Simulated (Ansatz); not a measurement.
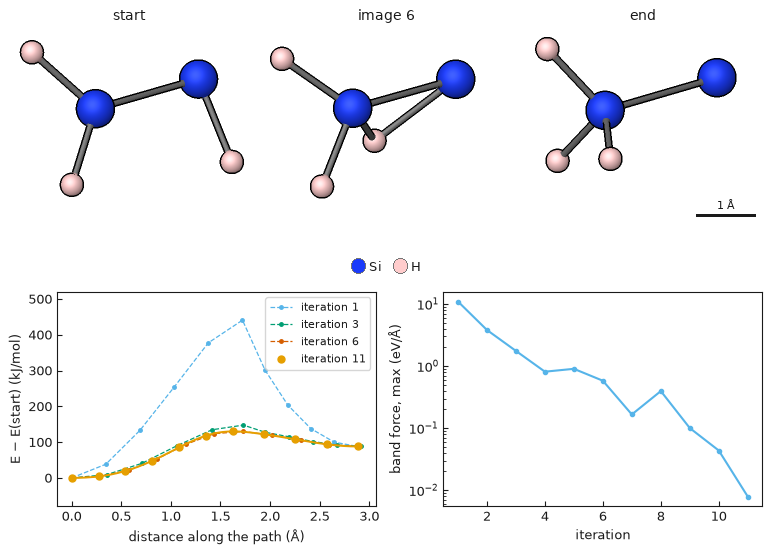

NEB run on Si2H3 (charge −1). Images are numbered from 0 (start) to 10 (end). The plot follows the band through its iterations. The picture is a ball-and-stick view, seen at a tilt.

Method: RHF/def2-TZVP in Ansatz 0.2.0.

The input:
```yaml
crystal:
  periodic: [false, false, false]
  atoms:
    - { symbol: Si, position_ang: [-1.438937, 0.867973, -0.065561] }
    - { symbol: Si, position_ang: [0.57881, 0.053222, 0.164085] }
    - { symbol: H, position_ang: [-1.99287, -0.430642, -0.652496] }
    - { symbol: H, position_ang: [1.113224, -1.303181, -0.166142] }
    - { symbol: H, position_ang: [1.739773, 0.812628, 0.720114] }
total_charge: -1
basis:
  gaussian: { orbitals: def2-TZVP }
hamiltonian:
  xc: hf
neb:
  order_check: false
  images: 9
  f_tol: 0.03
  max_iterations: 60
  final_atoms:
    - { symbol: Si, position_ang: [-1.21295947, 1.65946888, -0.98494229] }
    - { symbol: Si, position_ang: [0.10245812, -0.02637245, 0.0125998] }
    - { symbol: H, position_ang: [-0.90714453, -0.95820389, 0.62773914] }
    - { symbol: H, position_ang: [0.97285217, -0.94523731, -0.80742276] }
    - { symbol: H, position_ang: [1.0447937, 0.27034477, 1.15202611] }
  initial_path:
    images:
      - { positions_ang: [[-1.438937, 0.867973, -0.065561], [0.57881, 0.053222, 0.164085], [-1.99287, -0.430642, -0.652496], [1.113224, -1.303181, -0.166142], [1.739773, 0.812628, 0.720114]] }
      - { positions_ang: [[-1.3595133, 0.86955202, -0.21578535], [0.50972183, 0.03153945, 0.14159447], [-1.88217638, -0.41429796, -0.4572789], [1.11550528, -1.23178346, -0.24131293], [1.61646257, 0.74498994, 0.7727827]] }
      - { positions_ang: [[-1.28008961, 0.87113103, -0.3660097], [0.44063366, 0.0098569, 0.11910395], [-1.77148276, -0.39795391, -0.2620618], [1.11778657, -1.16038591, -0.31648385], [1.49315214, 0.67735189, 0.8254514]] }
      - { positions_ang: [[-1.20066591, 0.87271005, -0.51623405], [0.37154549, -0.01182565, 0.09661342], [-1.66078914, -0.38160987, -0.0668447], [1.12006785, -1.08898837, -0.39165478], [1.36984171, 0.60971383, 0.87812011]] }
      - { positions_ang: [[-1.12124222, 0.87428907, -0.6664584], [0.30245733, -0.0335082, 0.0741229], [-1.55009552, -0.36526582, 0.12837239], [1.12234913, -1.01759083, -0.4668257], [1.24653128, 0.54207578, 0.93078881]] }
      - { positions_ang: [[-1.04181852, 0.87586809, -0.81668275], [0.23336916, -0.05519075, 0.05163237], [-1.4394019, -0.34892178, 0.32358949], [1.12463042, -0.94619328, -0.54199663], [1.12322085, 0.47443772, 0.98345751]] }
      - { positions_ang: [[-1.07604671, 1.03258825, -0.85033466], [0.20718695, -0.04942709, 0.04382586], [-1.33295042, -0.4707782, 0.38441942], [1.09427477, -0.94600209, -0.59508185], [1.10753542, 0.43361913, 1.01717123]] }
      - { positions_ang: [[-1.1102749, 1.1893084, -0.88398657], [0.18100474, -0.04366343, 0.03601934], [-1.22649895, -0.59263462, 0.44524935], [1.06391912, -0.94581089, -0.64816708], [1.09184999, 0.39280054, 1.05088495]] }
      - { positions_ang: [[-1.14450309, 1.34602856, -0.91763847], [0.15482254, -0.03789977, 0.02821283], [-1.12004747, -0.71449104, 0.50607928], [1.03356347, -0.9456197, -0.70125231], [1.07616456, 0.35198195, 1.08459867]] }
      - { positions_ang: [[-1.17873128, 1.50274872, -0.95129038], [0.12864033, -0.03213611, 0.02040631], [-1.013596, -0.83634746, 0.56690921], [1.00320782, -0.9454285, -0.75433753], [1.06047913, 0.31116336, 1.11831239]] }
      - { positions_ang: [[-1.21295947, 1.65946888, -0.98494229], [0.10245812, -0.02637245, 0.0125998], [-0.90714453, -0.95820389, 0.62773914], [0.97285217, -0.94523731, -0.80742276], [1.0447937, 0.27034477, 1.15202611]] }
```

Run as
```bash
ansatz run input.yaml --threads 1 --pin off --max-ram 2048MiB --backend cpu --events-out ev --progress --plain --runs-dir out
```

Did the band converge, and can the barrier be trusted?

Answer. The result is final at these settings. The band converged in 11 iterations. The largest component of the band force went from 11 to 0.0079 eV/Å. The climbing image converged on the top of the path. Its vibrational analysis gives one imaginary mode (710i cm⁻¹), as a transition state must have. The first iteration put the highest image at 440.8 kJ/mol. The highest point, image 6, lies 130.0 kJ/mol above the start and 42.2 kJ/mol above the end; the end is at +87.9 kJ/mol relative to the start.

Limits of the set-up: the basis has no diffuse functions, which an anion needs.

Cost: 65 s on 1 thread of Intel(R) Xeon(R) Platinum 8488C (Sapphire Rapids), with other jobs on the host, peak memory 0.19 GiB.
